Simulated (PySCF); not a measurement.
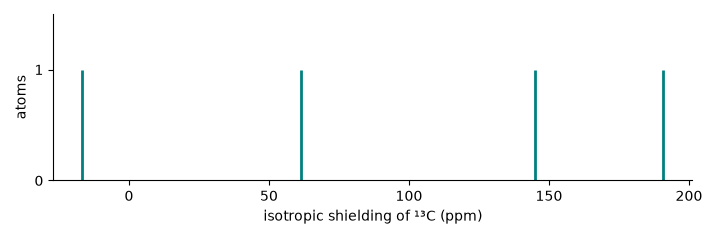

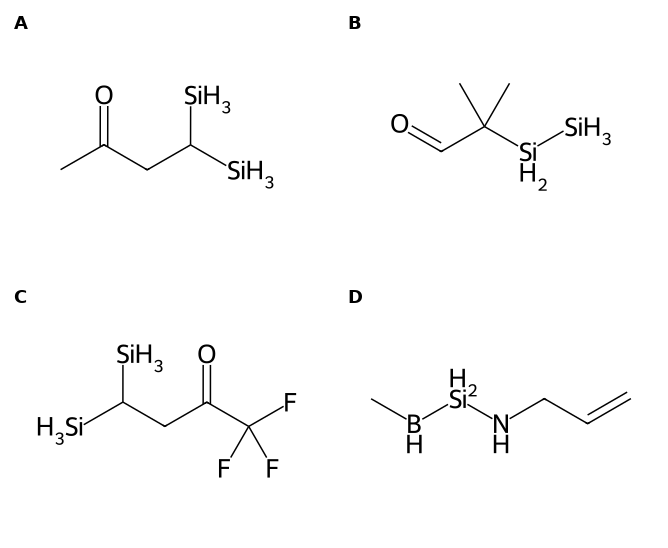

The sticks are computed shieldings of one of the molecules, for one fixed geometry (GFN2-xTB) without averaging over rotations. Low shielding means a high chemical shift. Method: GIAO PBE0/pcSseg-1 NMR shielding, non-relativistic, gas phase (PySCF 2.14.0).

**Which molecule gives this pattern?**

C, `O=C(CC([SiH3])[SiH3])C(F)(F)F`. Its 4 C atoms give lines at −16.7, 61.3, 145.1, 190.8 ppm.

The geometry is semi-empirical. Around B, Si such bond lengths and angles can be off by a tenth of an ångström or more and by several degrees, and values that hang on the shape move with them.
